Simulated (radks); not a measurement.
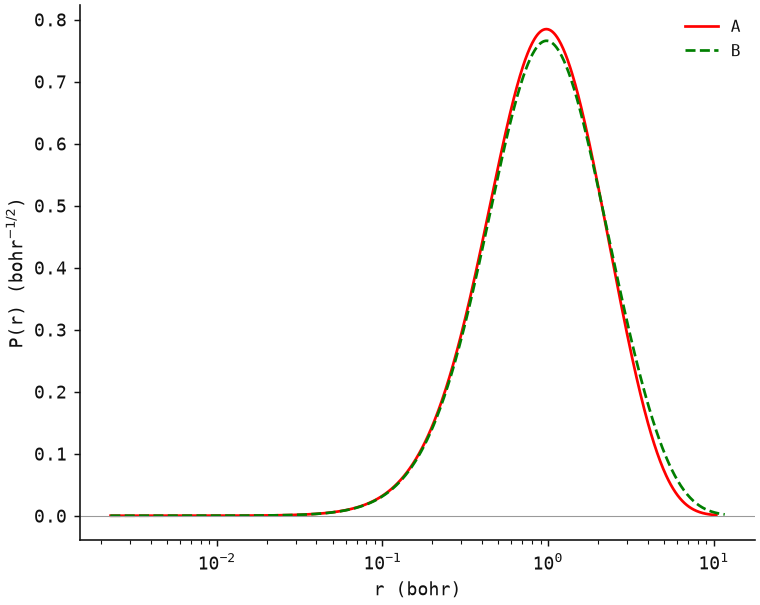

Two charge states of titanium were computed: Ti in [Ar] 3d2 4s2 (open shells shared over both j by 2j + 1); Ti⁺ in [Ar] 3d2 4s1 (open shells shared over both j by 2j + 1). The calculation used the in-house radial solver radks at this level: Dirac Kohn-Sham, LDA (Slater exchange, VWN5 correlation), spin-unpolarised, spherical densities, point nucleus.

The plot shows P(r) = r R(r) of the 3d5/2 orbital in both runs (large components where relativistic).

Which curve belongs to which run?

Answer. A is Ti⁺ in [Ar] 3d2 4s1 (open shells shared over both j by 2j + 1) (⟨r⟩ = 1.52 bohr, eigenvalue −11.6 eV); B is Ti in [Ar] 3d2 4s2 (open shells shared over both j by 2j + 1) (⟨r⟩ = 1.61 bohr, eigenvalue −4.45 eV). Fewer electrons screen less, so the orbital shrinks.
